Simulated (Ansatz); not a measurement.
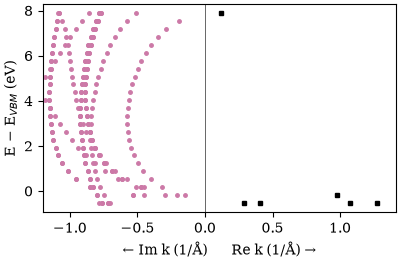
*Complex bands at the centre of the two-dimensional zone; r2SCAN in Ansatz (an electronic-structure program)*

No gap correction and no spin-orbit coupling; mid-gap is the computed energy nearest the middle.

### Question
This is CaF$_{2}$ (Fm-3m, fluorite, 3 atoms a cell, 14.0 Å³ an atom, -3 GPa at this level) along the normal of (110). Read off the slowest decay at the centre of the two-dimensional zone at 4.03 eV, the computed energy nearest the middle of the gap.

### Answer
κ ≈ 0.56 1/Å, a decay length 1/(2κ) of the density of 0.89 Å.
